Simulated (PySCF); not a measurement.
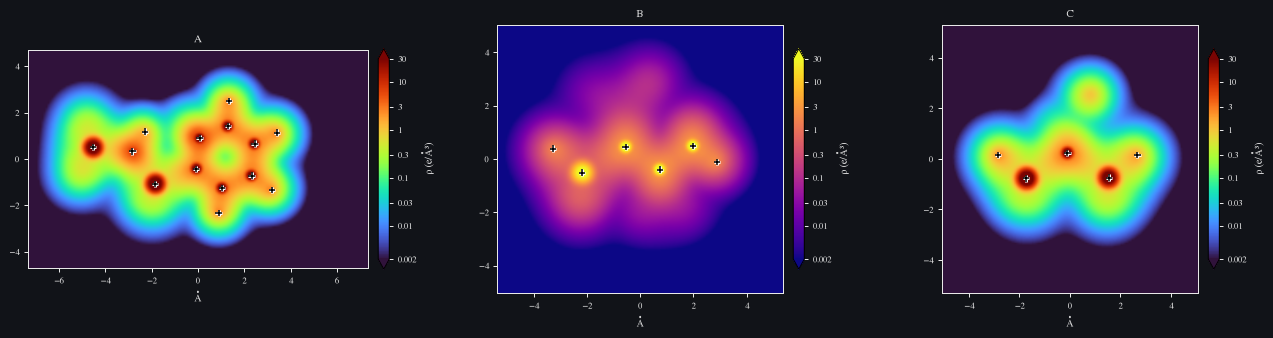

The electron density of 3 systems, each on a plane through atoms (crosses mark nuclei in the plane).

Computed with PBE0/pcSseg-1, SCF density, gas phase, non-relativistic (PySCF).

System 1: C2H8F2OSi2 (SMILES FC(F)OC([SiH3])[SiH3]), the plane of atoms C5, Si6 and H10. Geometry: GFN2-xTB.

```xyz
15

F    -2.0023   -1.0476   -1.3459
C    -1.9633   -0.6443   -0.0377
F    -3.2121   -0.2314    0.2375
O    -1.1136    0.3596    0.1585
C     0.2698   -0.0241    0.3841
Si    1.0420    1.5897    1.0689
Si    1.0420   -0.7535   -1.2121
H    -1.7533   -1.5529    0.5621
H     0.2742   -0.7859    1.1760
H     0.2464    2.0229    2.2156
H     2.4103    1.2707    1.4831
H     1.0345    2.5959    0.0120
H     0.5379   -2.1102   -1.4335
H     2.4843   -0.8120   -0.9724
H     0.6987    0.1311   -2.3179
```

System 2: C5H16Si2 (SMILES CC(C)(C)C([SiH3])[SiH3]), the plane of atoms C1, C2 and C5. Geometry: GFN2-xTB.

```tsv
atom	x (Å)	y (Å)	z (Å)
C	-1.1688	-1.5852	0.1368
C	-0.7005	-0.1280	0.2168
C	-1.2506	0.6288	-0.9917
C	-1.2929	0.4795	1.4939
C	0.8395	-0.0583	0.2668
Si	1.7504	-1.1668	-0.9985
Si	1.5832	1.7007	0.1889
H	-0.8917	-2.0306	-0.8156
H	-0.7260	-2.1759	0.9361
H	-2.2521	-1.6404	0.2336
H	-1.0379	1.6924	-0.9110
H	-0.8081	0.2582	-1.9128
H	-2.3301	0.5024	-1.0565
H	-2.3790	0.4077	1.4783
H	-0.9307	-0.0498	2.3733
H	-1.0264	1.5278	1.5918
H	1.1325	-0.4551	1.2478
H	1.5894	-2.5916	-0.6918
H	1.2800	-0.9239	-2.3647
H	3.1829	-0.8695	-0.9410
H	2.9857	1.6087	0.6012
H	0.9267	2.6478	1.0967
H	1.5199	2.2481	-1.1683
```

System 3: C5H10N2Si2, the plane of atoms C5, C4 and N9. Geometry: GFN2-xTB.

```xyz
19

Si    3.6096   -0.8127   -0.9836
N     1.9393   -0.4363   -0.7407
Si    1.2130    0.8098    0.1971
C    -0.6331    0.4036    0.1888
C    -1.5910    1.2585    0.7239
C    -2.9247    0.8907    0.7021
C    -3.2662   -0.3306    0.1422
C    -2.2462   -1.1168   -0.3713
N    -0.9739   -0.7646   -0.3501
H     3.6834   -1.5906   -2.2207
H     4.1573   -1.5916    0.1348
H     4.3207    0.4605   -1.0839
H     1.2754   -1.1356   -1.0424
H     1.7019    0.8394    1.5837
H     1.4402    2.1263   -0.4137
H    -1.2800    2.2007    1.1497
H    -3.6855    1.5410    1.1113
H    -4.2924   -0.6634    0.1032
H    -2.4575   -2.0790   -0.8227
```

Question: Which map belongs to which system?

Answer: Panel A is system 3, C5H10N2Si2: the plane holds Si, N, C and H. C–N (1.32 Å): the density is about 2.5 e/Å³ at the midpoint. Panel B is system 2, C5H16Si2: the plane holds C, Si and H. C–C (1.53 Å): the density is about 1.6 e/Å³ at the midpoint. Panel C is system 1, C2H8F2OSi2: the plane holds C, Si and H. C–Si (1.92 Å): the density is about 0.9 e/Å³ at the midpoint.
